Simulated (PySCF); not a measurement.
# OsSF₂: structure of the triplet

The task is one start of a wider search on OsSF₂: the triplet, from a B3LYP minimum start. It is relaxed, tested by its Hessian and followed downhill if it is a saddle.

The runs use PySCF 2.14.0; B3LYP, basis Os def2-SVP with ECP60, S def2-SVP, F def2-SVP, scalar-relativistic core potentials, no spin–orbit coupling, density fitting.

## 1. Where the work starts

4 atoms, charge 0, spin multiplicity 3.

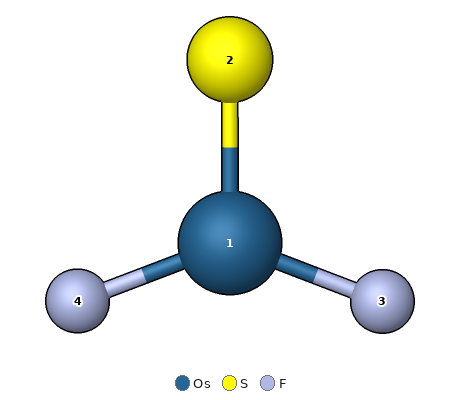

The starting geometry (osmium blue, sulfur yellow, fluorine light blue); atoms are numbered from 1 in the order of the file.

Coordinates in bohr (charge 0 multiplicity 3):
```
Os    0.2674   -0.0007    0.1329
S    -3.2507    0.0086   -1.6151
F    -0.0621   -0.0025    3.6070
F     2.8371   -0.0048   -2.2282
```

## 2. First SCF at the start

The steps below are one call of a driver around PySCF. For each, scf.py gives the equivalent set-up of the SCF; relaxations use the driver's own optimiser. After this first run the driver tries any further starts and a stability analysis.

Contents of scf.py:

```python
from pyscf import gto, scf, dft
mol = gto.M(atom='''
Os     0.141528    -0.000375     0.070319
S     -1.720179     0.004556    -0.854680
F     -0.032881    -0.001342     1.908734
F      1.501334    -0.002547    -1.179125''',
    basis={'Os': 'def2-SVP', 'S': 'def2-SVP', 'F': 'def2-SVP'},
    ecp={'Os': 'def2-SVP'},
    charge=0, spin=2)
mf = dft.UKS(mol, xc='B3LYP')
mf.grids.atom_grid = (50, 194)
aux = {'Os': 'def2-universal-JKFIT', 'S': 'def2-universal-JKFIT', 'F': 'def2-universal-JKFIT'}
mf = mf.density_fit(auxbasis=aux)
mf.conv_tol = 1e-08
mf.diis_space = 10
mf.max_cycle = 60
mf.init_guess = 'minao'
mf.verbose = 4
mf.kernel()
```

The run is started by

```
> OMP_NUM_THREADS=2 python axn.py task.json out
```

Output:

```text
init E= -676.290467549517
[... the frontier-level lines of each cycle are left out ...]
cycle= 1 E= -687.984263013807  delta_E= -11.7  |g|= 0.857  |ddm|= 5.76
cycle= 2 E= -686.462215113859  delta_E= 1.52  |g|= 1.85  |ddm|= 2.86
cycle= 3 E= -688.342039774969  delta_E= -1.88  |g|= 0.209  |ddm|= 2.34
cycle= 4 E= -688.297333500185  delta_E= 0.0447  |g|= 0.367  |ddm|= 0.375
cycle= 5 E= -688.357483503318  delta_E= -0.0602  |g|= 0.0333  |ddm|= 0.275
cycle= 6 E= -688.357969765069  delta_E= -0.000486  |g|= 0.0168  |ddm|= 0.0334
cycle= 7 E= -688.358111285575  delta_E= -0.000142  |g|= 0.00586  |ddm|= 0.0191
cycle= 8 E= -688.358149084711  delta_E= -3.78e-05  |g|= 0.0014  |ddm|= 0.0144
cycle= 9 E= -688.358155123894  delta_E= -6.04e-06  |g|= 0.000903  |ddm|= 0.0066
cycle= 10 E= -688.358156474793  delta_E= -1.35e-06  |g|= 0.000716  |ddm|= 0.00297
cycle= 11 E= -688.358157097491  delta_E= -6.23e-07  |g|= 0.000137  |ddm|= 0.00224
cycle= 12 E= -688.358157172971  delta_E= -7.55e-08  |g|= 5.77e-05  |ddm|= 0.000913
cycle= 13 E= -688.358157181738  delta_E= -8.77e-09  |g|= 5.07e-05  |ddm|= 0.000319
Extra cycle  E= -688.358157163569  delta_E= 1.82e-08  |g|= 0.000188  |ddm|= 0.000246
converged SCF energy = -688.358157163569  <S^2> = 2.0124924  2S+1 = 3.0083167
```

This step, with its further starts and checks, needed 21 s of wall time on 2 threads of Arm Neoverse N1, shared host.

Energies from each starting density:

| start | energy (Eh) |
| --- | --- |
| the minimal-basis guess | -688.358157 |
| a thermally smeared density | -688.358157 |
| a smeared PBE density | -688.358157 |

The test of internal stability and the other starts found no lower solution of this spin.

## 3. Relaxing the triplet from the B3LYP minimum start

The program finds C2v symmetry in the start, which this walk keeps.

Changes to scf.py since step 2:

```diff
@@ -3,4 +3,4 @@
-Os     0.141528    -0.000375     0.070319
-S     -1.720179     0.004556    -0.854680
-F     -0.032881    -0.001342     1.908734
-F      1.501334    -0.002547    -1.179125''',
+Os     0.141266    -0.000374     0.070189
+S     -1.720441     0.004557    -0.854810
+F     -0.033143    -0.001341     1.908604
+F      1.501073    -0.002546    -1.179255''',
@@ -17 +16,0 @@
-mf.init_guess = 'minao'
```

The optimiser's trace:

| step | energy (Eh) | change (kJ/mol) | largest symmetric gradient (Eh/bohr) |
| --- | --- | --- | --- |
| 0 | -688.358157 | 0.00 | 0.00013 |

The walk took 3.4 s.

Geometry (Å) and forces (eV/Å) at some steps:

```
step 0
Os   0.141   0.000   0.070  -0.004  -0.001  -0.003
S   -1.720   0.005  -0.855  -0.009   0.000   0.012
F   -0.033  -0.001   1.909   0.004   0.000   0.001
F    1.501  -0.003  -1.179   0.009   0.000  -0.010
```

It settles in C2v symmetry, 0.0 kJ/mol below the start, after 0 steps: Os–F 1.847 Å (×2), Os–S 2.079 Å; F–Os–F 138.0°, F–Os–S 111.0° (×2).

## 4. Vibrations and properties at this point

The point is checked on the finer grid, and tightened if its gradient asks for it. The Hessian and the dipole derivatives come from central differences of analytic gradients, with steps of 0.02 bohr.

Changes to scf.py since step 3:

```diff
@@ -3,4 +3,4 @@
-Os     0.141266    -0.000374     0.070189
-S     -1.720441     0.004557    -0.854810
-F     -0.033143    -0.001341     1.908604
-F      1.501073    -0.002546    -1.179255''',
+Os     0.141466    -0.000375     0.070288
+S     -1.720237     0.004556    -0.854709
+F     -0.033457    -0.001341     1.908732
+F      1.500985    -0.002546    -1.179583''',
@@ -11 +11 @@
-mf.grids.atom_grid = (50, 194)
+mf.grids.atom_grid = (75, 302)
@@ -14 +14 @@
-mf.conv_tol = 1e-08
+mf.conv_tol = 1e-10
```

This SCF starts from the last density.

Log of the central SCF (cycles and frontier levels):

```text
init E= -688.358096181228
[... the frontier-level lines of each cycle are left out ...]
cycle= 1 E= -688.358096180945  delta_E= 2.83e-10  |g|= 2.85e-05  |ddm|= 2.96e-05
cycle= 2 E= -688.358096178423  delta_E= 2.52e-09  |g|= 7.87e-05  |ddm|= 8.59e-05
cycle= 3 E= -688.358096181128  delta_E= -2.71e-09  |g|= 1.78e-05  |ddm|= 7.5e-05
cycle= 4 E= -688.358096181282  delta_E= -1.54e-10  |g|= 2.45e-07  |ddm|= 1.53e-05
cycle= 5 E= -688.358096181284  delta_E= -2.05e-12  |g|= 3.09e-07  |ddm|= 1.26e-06
Extra cycle  E= -688.358096181282  delta_E= 1.93e-12  |g|= 6.43e-07  |ddm|= 9.68e-07
converged SCF energy = -688.358096181282  <S^2> = 2.0125114  2S+1 = 3.0083293
```

The whole step took 84 s.

Geometry: C2v; Os–F 1.847 Å (×2), Os–S 2.079 Å; F–Os–F 138.0°, F–Os–S 111.0° (×2).

Harmonic modes (main isotopes):

```
symmetry  ω (cm⁻¹)  IR (km/mol)     type
      b1       160          1.3     bend
      b2       177          0.1     bend
      a1       187          1.1     bend
      a1       561         13.0  stretch
      a1       693         54.7  stretch
      b2       713          109  stretch
```

No imaginary mode, so this is a minimum.

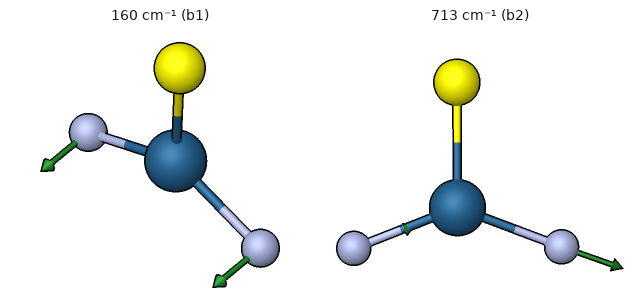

Displacements of 2 of the modes, as arrows (one member where a mode is degenerate).

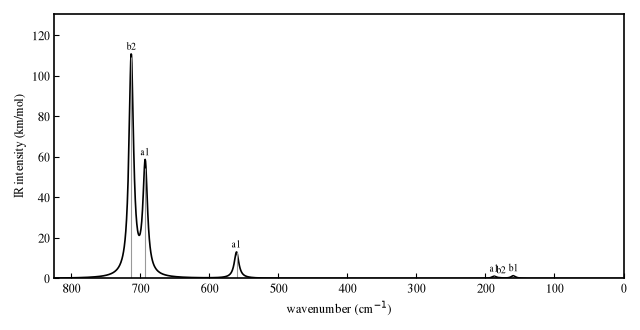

The harmonic infrared spectrum (widths in cm⁻¹). Lines are broadened to a width of 8 cm⁻¹ (Lorentzian).

Properties at this point:

| Quantity | Value |
| --- | --- |
| Dipole moment | 0.21 D |
| Highest occupied level | -6.92 eV |
| Lowest empty level | -4.07 eV |
| Rotational constants | 0.1492, 0.1137, 0.06453 cm⁻¹ |
| Zero-point energy | 14.9 kJ/mol |
| Principal polarisabilities | 38.8, 40.7, 66.6 bohr³ |
| Atomisation energy without zero-point energy | 1293 kJ/mol |
| Principal traceless quadrupole moments about the centre of mass | -5.07, 0.02, 5.04 D Å |
| Entropy at 298.15 K and 1 bar (electronic part: spin only) | 328.5 J/(mol K) |
| Heat capacity Cp at 298.15 K | 68.3 J/(mol K) |
| Enthalpy at 298.15 K above 0 K | 15.72 kJ/mol |
| Rotational symmetry number | 2 |
| Spin squared ⟨S²⟩ | 2.013 |

Populations by atom (charges in e):

| atom | Mulliken | Löwdin | polar tensor | spin (Mulliken) | Mayer order to Os1 |
| --- | --- | --- | --- | --- | --- |
| Os1 | 0.67 | -0.08 | 1.09 | 1.51 | – |
| S2 | -0.03 | 0.32 | -0.19 | 0.33 | 2.24 |
| F3,4 | -0.32 | -0.12 | -0.45 | 0.08 | 1.00 |

Mulliken populations on Os1 (outside its core potential): s 2.80, p 6.32, d 6.13, f 0.07.

## 5. What came out

| quantity | value |
| --- | --- |
| minimum | triplet, C2v |
| geometry | Os–F 1.847 Å (×2), Os–S 2.079 Å; F–Os–F 138.0°, F–Os–S 111.0° (×2) |
| wavenumbers (cm⁻¹) | 160 (b1), 177 (b2), 187 (a1), 561 (a1), 693 (a1), 713 (b2) |
| dipole moment | 0.21 D |
| highest occupied, lowest empty level (either spin) | -6.92, -4.07 eV |
| polar-tensor charge of Os1 | +1.09 e |
| zero-point energy | 14.9 kJ/mol |
| entropy at 298.15 K | 328.5 J/(mol K) |
| atomisation energy (no zero-point energy) | 1293 kJ/mol |
| ⟨S²⟩ | 2.013 |

What this shows: The molecule stays C2v, as typed, and the end point is a minimum. The strongest infrared band lies at 713 cm⁻¹ (b2, stretch). Most of the spin sits on Os1 (Mulliken spin 1.51, against 2 for the whole molecule). Other starts or spin states, not run here, may lie lower. One determinant may miss the lowest occupation of an open d or f shell. Spin–orbit coupling, left out here, can matter for elements this heavy.

The search up to here took 1.8 min.
